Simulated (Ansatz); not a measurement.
# N in place of C at several sites of C(110) slab, H on the bottom face, stepped (201 atoms), part 2 of 3

At which site of C(110) slab, H on the bottom face, stepped (201 atoms) does N in place of C cost least, and what about the site decides it?

Ansatz 0.2.0; Kohn-Sham DFT, PBE+D3(BJ), PAW (set soft_2), plane waves.

The cell: 177 C and 24 H. The main run has no spin polarisation. Sampling is at Γ alone, for a cell whose shortest periodic width is 10 Å. 60 of the 201 atoms are held fixed where they were built.

So far. Step 2 (Single point at the start): The r.m.s. force at the start is 1.3 eV/Å. Step 3 (Relaxation): The relaxation converged after 8 steps, 13.8 eV below its start, with a largest force component of 0.029 eV/Å on the free atoms.

### Step 4. Single point at the relaxed geometry

The electronic structure is read at the final geometry, in a run of its own.

input.yaml

```yaml
crystal:
  lattice:
    - [10.089, 0.0, 0.0]
    - [0.0, 10.701, 0.0]
    - [0.0, 0.0, 19.71786]
  atoms:
    - { symbol: C, position: [0.87196, 0.17091, 0.29943] }
    - { symbol: C, position: [0.00066, 0.08152, 0.29845] }
    - { symbol: C, position: [0.99986, 0.00074, 0.3615] }
    - { symbol: C, position: [0.87519, 0.25202, 0.36223] }
    - { symbol: C, position: [0.87451, 0.16757, 0.42609] }
    - { symbol: C, position: [0.99934, 0.0848, 0.42528] }
    [... 189 atom lines left out ...]
    - { symbol: H, position: [0.62267, 0.56018, 0.2534] }
    - { symbol: H, position: [0.74932, 0.35891, 0.25302] }
    - { symbol: H, position: [0.37588, 0.89258, 0.25126] }
    - { symbol: H, position: [0.50048, 0.69209, 0.25327] }
    - { symbol: H, position: [0.62699, 0.8922, 0.25336] }
    - { symbol: H, position: [0.74957, 0.6925, 0.25478] }
kpoints:
  mp_grid: { grid: [1, 1, 1] }
hamiltonian:
  xc: pbe
  dispersion: d3bj
scf:
  occupations: { method: fermi_dirac, width: 0.05 }
output:
  forces: true
  populations: true
  dos:
    method: { smearing: { sigma: 0.1 } }
    de: 0.1
    projected:
      site_lists:
        C: [C]
        H: [H]
        hydrogen: [177, 178, 179, 180, 181, 182, 183, 184, 185, 186, 187, 188, 189, 190, 191, 192, 193, 194, 195, 196, 197, 198, 199, 200]
  eigenvalues: true
  write_density: true
  write_potential: true
  volumetric_format: npy
  elf: true
```

Launch:

```sh
ansatz run input.yaml --threads 8 --pin off --max-ram 15872MiB --backend cpu --events-out ev --progress --plain --runs-dir out
```

Numbers of over 12 decimals in the logs are rounded to 6 here.

What it wrote:

```text
[...]
Crystal: 201 atoms, lattice volume = 2128.787 Å³
Basis set: ecut = 420 eV, 41567 PW (Γ), exchange–correlation on 144×144×270 points (8 copies of the dense FFT grid, shifted against one another)
Bands: 567, of which v1, the nominal top of the filled ones, is band 366 counted from 1 (365 counted from 0)
Symmetry: 1 space group operations
[...]
k-points: 1
[...]
SCF iter   1: F=—  HF=-44767.061114 eV  |F-HF|=—  |Δ(HF+E_count)|=         —  Δρ=1.20e-2  dr2=1.77e1  ethr=1.77e-3  ⟨swp⟩=7.0  Hψ=2960  notcnv=0  defer=166
[...]
SCF iter  15: F=-44765.507759 eV  HF=-44765.507759 eV  |F-HF|=2.55e-9  |Δ(HF+E_count)|=   5.42e-8  Δρ=1.11e-6  dr2=3.73e-8  ethr=1.37e-11  ⟨swp⟩=11.0  Hψ=3814  notcnv=0
SCF 1 converged in 15 iterations: F = -44765.507759 eV  dr2 = 3.73e-8
[...]
WARN: The output density's exchange-correlation potential varies sharply where the density is thin. Do not read a vacuum level from v_tot or v_xc, or from such a field of the output density. On a cell that repeats whose density bears no net charge and no dipole along the vacuum's axis use v_es (v_loc + v_h of the components); [...]
SCF converged after 15 iterations
Free energy (F): -44765.507759 eV
[...]
Internal energy: -44765.420728 eV  (E = F + TS)
E sigma→0 (E₀):  -44765.464244 eV
Entropy (-TS):   -0.087031 eV (-0.433 meV/atom)
Fermi energy:    4.438109 eV
[...]
--- Forces (eV/Å), atoms counted from 1 ---
  atom   1  C      1.18000246    -3.84023596     0.75494538
  atom   2  C     -0.51649914     3.25288573     0.97412422
  atom   3  C      0.00172744     0.00295329    -0.00356238
  atom   4  C      0.00194383    -0.00213932    -0.00365142
  atom   5  C      0.00209369    -0.00001872     0.00205512
  atom   6  C      0.00282869     0.00160915     0.00681532
  atom   7  C     -0.00222523    -0.00183070    -0.00417963
  atom   8  C     -0.00060708    -0.00270952    -0.00083348
  atom   9  C      0.00002658    -0.00126296     0.00066488
  atom  10  C     -0.00293680     0.00136033    -0.00042914
  atom  11  C     -0.00126285     0.00209181    -0.00544386
  atom  12  C     -0.00086074     0.00056311    -0.00268516
  atom  13  C     -0.01089551    -0.00437454     0.00067725
  atom  14  C     -0.00018285    -0.01864667     0.00777897
[...]
atom 200  H     -0.20964597    -0.20137458    -0.10397271
  atom 201  H      0.10951626    -0.45369547    -1.31568152
  max |Σ_I F_I| component: 1.24e-4 eV/Å
--- Band table (eV) ---
[...]
--- Löwdin populations: 201 sites ---
  site symbol       q [e]
     0      C      4.1325
     1      C      4.1274
     2      C      3.9783
[...]
200      H      0.8281
  spilling = 0.005043 (of n_electrons = 732.000000)
```

It took 49 s on 8 threads of Arm Neoverse V1, shared host; peak memory 3.2 GiB.

The program notes that the exchange-correlation potential is rough where the density is thin.

The longest force on a free atom is 0.033 eV/Å; the force values below include the held atoms.

The run gave:

- free energy: -44765.5078 eV
- free energy per atom: -222.7140 eV/atom
- SCF cycles: 15
- r.m.s. force component: 0.4984 eV/Å
- longest force: 4.088 eV/Å
- Fermi energy: 4.438 eV
- levels partly filled by over 2 per cent: 3
- spilling of the projection: 0.005043

Neighbours are counted within 1.82 Å (C-C), 1.34 Å (C-H), the cutoffs taken from the relaxation.

Length of the force by element and coordination:

```
element  coordination  atoms  mean length of the force (eV/Å)  spread   least    most
      C           all    177                            0.360   0.796  4.0e-4    4.09
      C             2      6                           0.0227  0.0032   0.016  0.0254
      C             3     18                            0.016  0.0055  0.0047  0.0288
      C             4    153                            0.413   0.844  4.0e-4    4.09
      H           all     24                            0.685   0.377   0.220    1.75
```

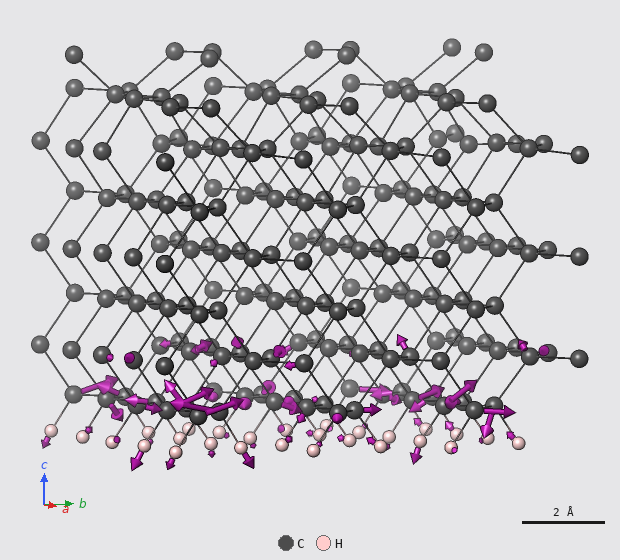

Forces as arrows; the longest in the cell is 4.09 eV/Å. Some periodic images of atoms are drawn too.

Löwdin charges by element and coordination (they lack the spilled electrons, 0.018 e an atom on average):

```
element  coordination  atoms  mean charge (e)  spread    least     most
      C           all    177          -3.0e-4  0.0497   -0.133   0.0572
      C             2      6          -0.0532  0.0014  -0.0555  -0.0514
      C             3     18           0.0237  0.0125   1.0e-4   0.0364
      C             4    153          -0.0011  0.0516   -0.133   0.0572
      H           all     24            0.156  0.0089    0.145    0.175
```

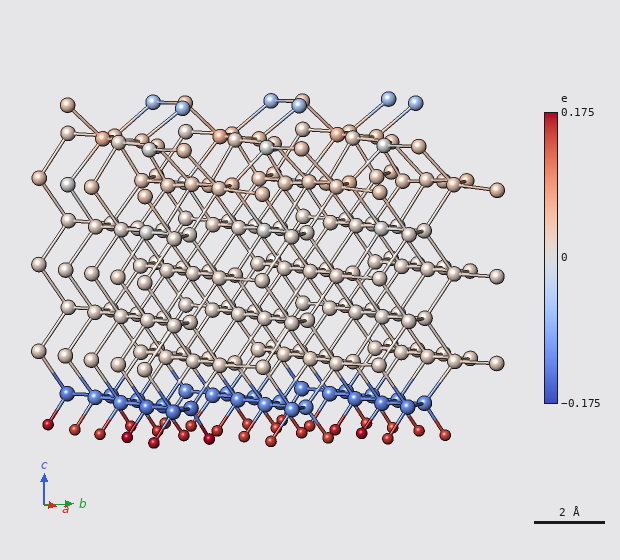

Atoms coloured by Löwdin charge. Some periodic images of atoms are drawn too.

By region:

```
  region  atoms  mean length of the force (eV/Å)
    slab    177                             0.36
hydrogen     24                            0.685
```

Density of states as counts of states in windows of 1 eV (from the Fermi level), total and the larger projections:

```
from (eV)  to (eV)  total   C p   C s
      -18      -17   21.0   8.6  12.0
      -17      -16   35.7  14.1  20.9
      -16      -15   32.4  13.0  18.6
      -15      -14   18.9   7.9  10.4
      -14      -13   18.1   9.1   8.6
      -13      -12   50.0  31.4  17.1
      -12      -11   30.1  18.9  10.2
      -11      -10   29.0  19.5   8.2
      -10       -9   33.9  26.0   6.6
       -9       -8   51.5  43.5   5.6
       -8       -7   55.1  46.1   7.1
       -7       -6   68.0  59.7   5.2
       -6       -5   64.2  58.4   3.2
       -5       -4   70.4  65.5   2.5
       -4       -3   44.1  41.4   1.4
       -3       -2   37.9  36.1   0.9
       -2       -1    9.3   8.7   0.4
       -1        0   16.5  15.3   1.0
        0        1    5.9   5.5   0.4
        1        2    6.0   5.1   0.7
        2        3    8.0   5.3   1.0
        3        4   16.0   7.0   3.2
        4        5   35.3  15.3   8.9
```

Between -22 and -18 eV lie 46 more states.

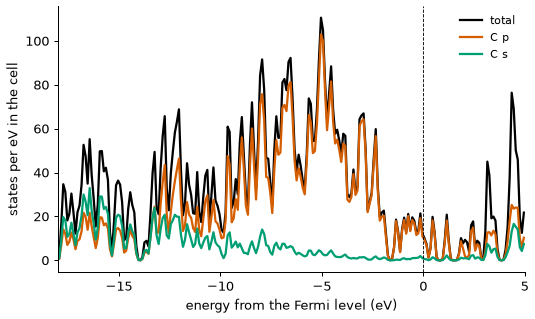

Total and projected density of states, with the broadening of the input.

The levels nearest the highest filled one (over half full), pooled over k-points and spins:

```
level less the highest filled one (eV)  occupation
                                -0.601           2
                                -0.377           2
                                -0.370           2
                                -0.193        2.00
                               -0.0051        1.88
                                     0        1.87
                                 0.228       0.257
                                 0.614           0
                                 0.616           0
                                  1.29           0
                                  1.29           0
                                  2.01           0
```

Planar average of the electrostatic potential energy along the normal, with the Fermi level as zero, after a running mean with a triangular window 4 Å wide at its base:

```
height (Å)  potential energy (eV)
       0.0                   4.18
       0.7                   3.93
       1.6                   3.62
       2.3                   3.35
       3.1                   2.87
       3.9                   1.03
       4.7                  -2.44
       5.6                  -7.57
       6.3                 -10.33
       7.0                 -11.73
       7.9                 -11.57
       8.6                 -11.80
       9.3                 -11.77
      10.2                 -11.58
      11.0                 -11.88
      11.7                 -11.57
      12.6                 -11.43
      13.3                  -9.88
      14.0                  -5.97
      14.9                  -0.25
      15.6                   3.40
      16.5                   4.96
      17.2                   5.01
      18.0                   4.79
      18.8                   4.49
      19.6                   4.23
```

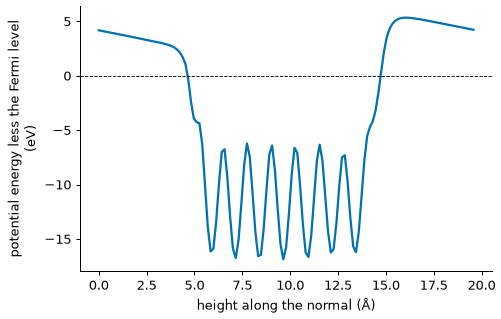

Planar average of the electrostatic potential energy; the dashed line is the Fermi level.

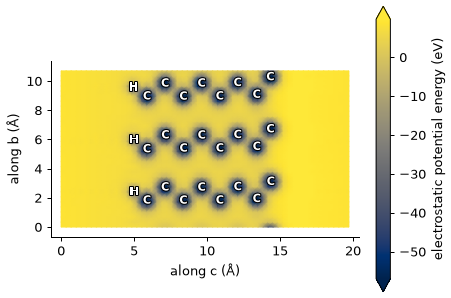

Electrostatic potential energy in the cb plane at fractional x = 0.116, with atoms of C and H within 0.2 Å of it. With pseudopotentials it is smooth inside the atoms' cores, unlike the true potential.

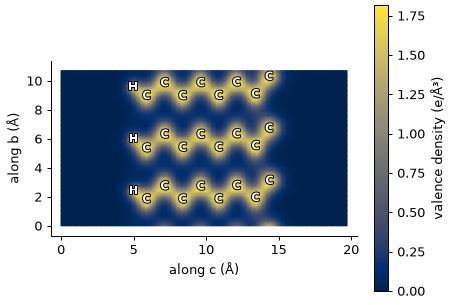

Valence density in the cb plane at fractional x = 0.116, with atoms of C and H within 0.2 Å of it. It is the smooth field of the valence electrons, not physical close to the nuclei.

Levels near the Fermi energy are neither full nor empty under the smearing, so no gap is quoted. Mean Löwdin charges: C -0.00, H +0.16 e (they miss 0.50 % of the electrons, so they add up to more than the cell's charge). Charges this small depend on the projection, at times even in sign. Within 0.4 eV of the Fermi level the largest share is C p (92 % of the projected weight). The potential slopes across the vacuum by 0.35 eV/Å: the slab bears a dipole, and with periodic images along the normal there is no flat vacuum level to read.

### Step 5. N on a site of C, site C74

The site has 3 bonded neighbours (C3) at 1.44 Å on average, by cutoffs that count no bonds between two metal atoms or like ions, in the slab. The change is made in the relaxed cell and the free atoms are relaxed again.

input.yaml

```yaml
crystal:
  lattice:
    - [10.089, 0.0, 0.0]
    - [0.0, 10.701, 0.0]
    - [0.0, 0.0, 19.71786]
  atoms:
    [... atom lines 1 to 70 left out ...]
    - { symbol: C, position: [0.12617, 0.58883, 0.61337] }
    - { symbol: C, position: [0.12114, 0.51288, 0.67964] }
    - { symbol: C, position: [0.24947, 0.44064, 0.6801] }
    - { symbol: "N", position: [0.2521, 0.34074, 0.73025] }
    - { symbol: C, position: [0.11695, 0.62537, 0.72732] }
    - { symbol: C, position: [0.87165, 0.83388, 0.30113] }
    - { symbol: C, position: [0.99811, 0.74825, 0.29963] }
    [... atom lines 78 to 201 left out ...]
kpoints:
  mp_grid: { grid: [1, 1, 1] }
hamiltonian:
  xc: pbe
  dispersion: d3bj
scf:
  occupations: { method: fermi_dirac, width: 0.05 }
output:
  forces: true
  eigenvalues: true
relax:
  f_tol: 0.05
  max_steps: 90
  constraints:
    - { sites: [0, 1, 14, 15, 30, 31, 32, 44, 45, 46, 47, 59, 60, 61, 62, 75, 76, 78, 89, 90, 91, 92, 103, 104, 105, 118, 119, 120, 134, 135, 136, 148, 149, 163, 164, 165, 177, 178, 179, 180, 181, 182, 183, 184, 185, 186, 187, 188, 189, 190, 191, 192, 193, 194, 195, 196, 197, 198, 199, 200], fix: xyz }
```

What it wrote:

```text
[...]
Crystal: 201 atoms, lattice volume = 2128.787 Å³
Basis set: ecut = 420 eV, 41567 PW (Γ), exchange–correlation on 144×144×270 points (8 copies of the dense FFT grid, shifted against one another)
Bands: 568, of which v1, the nominal top of the filled ones, is band 367 counted from 1 (366 counted from 0)
Symmetry: 1 space group operations
[...]
k-points: 1
[...]
SCF iter   1: F=—  HF=-44900.159464 eV  |F-HF|=—  |Δ(HF+E_count)|=         —  Δρ=1.13e-2  dr2=1.49e1  ethr=1.77e-3  ⟨swp⟩=7.0  Hψ=2952  notcnv=0  defer=166
[...]
SCF iter  11: F=-44898.742216 eV  HF=-44898.742228 eV  |F-HF|=1.20e-5  |Δ(HF+E_count)|=   1.06e-5  Δρ=3.17e-5  dr2=3.60e-5  ethr=8.53e-9  ⟨swp⟩=30.0  Hψ=5268  notcnv=0
SCF 1 converged in 11 iterations: F = -44898.742216 eV  dr2 = 3.60e-5
[...]
relax step   1: F+E_penalty+E_count = -44898.74221606 eV  Δ(F+E_penalty+E_count) = +0.000e0 eV  max|allowed force component| = 8.408e-1 eV/Å  Δτ_max = 0.0000 Å  (11 SCF iters, dr2 threshold 6.25e-5 eV, accepted)
[...]
relax step   2: F+E_penalty+E_count = -44898.81148699 eV  Δ(F+E_penalty+E_count) = -6.927e-2 eV  max|allowed force component| = 4.389e-1 eV/Å  Δτ_max = 0.0364 Å  (7 SCF iters, dr2 threshold 4.42e-5 eV, accepted)
[...]
relax step   3: F+E_penalty+E_count = -44898.83218973 eV  Δ(F+E_penalty+E_count) = -2.070e-2 eV  max|allowed force component| = 1.696e-1 eV/Å  Δτ_max = 0.0178 Å  (7 SCF iters, dr2 threshold 1.20e-5 eV, accepted)
relax step   4: F+E_penalty+E_count = -44898.83722755 eV  Δ(F+E_penalty+E_count) = -5.038e-3 eV  max|allowed force component| = 1.477e-1 eV/Å  Δτ_max = 0.0101 Å  (8 SCF iters, dr2 threshold 4.29e-6 eV, accepted)
relax step   5: F+E_penalty+E_count = -44898.84148125 eV  Δ(F+E_penalty+E_count) = -4.254e-3 eV  max|allowed force component| = 1.442e-1 eV/Å  Δτ_max = 0.0189 Å  (8 SCF iters, dr2 threshold 3.25e-6 eV, accepted)
relax step   6: F+E_penalty+E_count = -44898.84296478 eV  Δ(F+E_penalty+E_count) = -1.484e-3 eV  max|allowed force component| = 7.197e-2 eV/Å  Δτ_max = 0.0176 Å  (7 SCF iters, dr2 threshold 1.58e-5 eV, accepted)
relax step   7: F+E_penalty+E_count = -44898.84266271 eV  Δ(F+E_penalty+E_count) = +3.021e-4 eV  max|allowed force component| = 1.924e-1 eV/Å  Δτ_max = 0.0060 Å  (9 SCF iters, rejected (line search))
[...]
relax step   8: F+E_penalty+E_count = -44898.84409244 eV  Δ(F+E_penalty+E_count) = -1.128e-3 eV  max|allowed force component| = 2.318e-2 eV/Å  Δτ_max = 0.0029 Å  (9 SCF iters, accepted)
SCF converged after 9 iterations
Free energy (F): -44898.844092 eV
[...]
Internal energy: -44898.759081 eV  (E = F + TS)
E sigma→0 (E₀):  -44898.801587 eV
Entropy (-TS):   -0.085011 eV (-0.423 meV/atom)
Fermi energy:    4.547477 eV
[...]
--- Forces (eV/Å), atoms counted from 1 ---
  atom   1  C      1.17815436    -3.84002308     0.75082459
  atom   2  C     -0.51917214     3.25155651     0.97530902
  atom   3  C      0.00048075    -0.00030754    -0.00330835
  atom   4  C      0.00055509     0.00051844     0.00287243
  atom   5  C      0.00183641    -0.00014611     0.00093519
  atom   6  C      0.00033962     0.00141905     0.00263999
  atom   7  C     -0.00160640     0.00201194    -0.00046423
  atom   8  C      0.00262783    -0.00112000     0.00025755
  atom   9  C      0.00286242    -0.00066329    -0.00156367
  atom  10  C     -0.00213849     0.00034884    -0.00304776
  atom  11  C     -0.00163859     0.00272187     0.00709211
  atom  12  C      0.00058414     0.00394107    -0.00174347
  atom  13  C     -0.00173705     0.00183198     0.00603618
  atom  14  C     -0.01688694     0.01151517    -0.01590648
[...]
atom 200  H     -0.20918487    -0.20046325    -0.10347996
  atom 201  H      0.10972254    -0.45483816    -1.31590125
  max |Σ_I F_I| component: 4.98e-5 eV/Å
--- Band table (eV) ---
[...]
--- Relaxed structure (8 steps of the walk, 7 accepted, 0 SCFs on fresh bases) ---
  F+E_penalty+E_count = -44898.84409244 eV   max|allowed force component| = 2.318e-2 eV/Å
  atoms:
    - { symbol: C, position: [0.87196, 0.170910, 0.299430] }
    - { symbol: C, position: [0.00066, 0.081520, 0.29845] }
    - { symbol: C, position: [0.999834, 0.000737703, 0.361499] }
    - { symbol: C, position: [0.875170, 0.251991, 0.362226] }
[...]
- { symbol: H, position: [0.74957, 0.692500, 0.254780] }
```

Elapsed: 3.5 min, on 8 threads; peak memory 3.2 GiB.

The relaxation converged after 8 steps, 0.102 eV below its start, with a largest force component of 0.023 eV/Å on the free atoms.

A closer look about the N atom, after relaxation: 14 atoms, nearest first, numbered in the order of the input, with positions taken from that point.

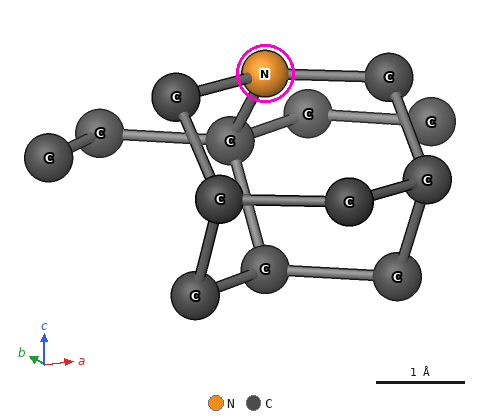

The atoms of the table, within 2.8 Å (arrows a, b, c point along x, y, z); some may hide others; the central atom is ringed.

```
atom      x      y      z  distance (Å)  bonds     Fx     Fy  Fz (eV/Å)
 N74   0.00   0.00   0.00          0.00      3   0.01   0.02      -0.01
 C30  -1.31  -0.52  -0.05          1.41      2  -0.02  -0.01       0.01
 C59   1.32  -0.51  -0.05          1.41      3  -0.01  -0.02       0.01
 C73   0.00   1.03  -1.01          1.45      4   0.00  -0.02       0.02
 C70   0.00  -0.01  -2.29          2.29      4   0.00  -0.02      -0.01
 C57   1.28  -1.74  -0.98          2.37      4   0.00   0.01       0.00
 C27  -1.28  -1.74  -0.98          2.37      4   0.01   0.01       0.00
C116   1.28   1.82  -0.98          2.43      4  -0.01   0.00       0.00
 C72  -1.29   1.82  -0.98          2.43      4   0.01   0.00       0.00
C117   2.36   0.74  -0.93          2.64      4   0.02   0.02      -0.02
 C44  -2.37   0.74  -0.93          2.65      3  -0.01   0.01       0.00
 C28   0.00  -2.51  -0.96          2.69      4  -0.01   0.01      -0.01
 C56   1.25  -0.94  -2.29          2.77      4   0.00   0.00       0.01
 C26  -1.25  -0.94  -2.29          2.77      4   0.00   0.00       0.01
```

The column of bonds counts only the pairs C-C within 1.85 Å, C-H within 1.34 Å, C-N within 1.79 Å; other neighbours, such as metal atoms beside each other in a compound, aren't counted, and periodic images can show an atom twice.

Atoms held fixed keep their forces.

The largest move is 0.08 Å, by C30.

(Continued in part 3 of 3.)

[Logs are printed without paths, hosts, clocks, repeated set-up lines and the standing remarks that a program may print on its own settings, such as how far it seeks lower states.]

[Hosts, paths, dates, database ids (printed as entryN), source tags and the programs' standing remarks are cut or masked in the printed files.]
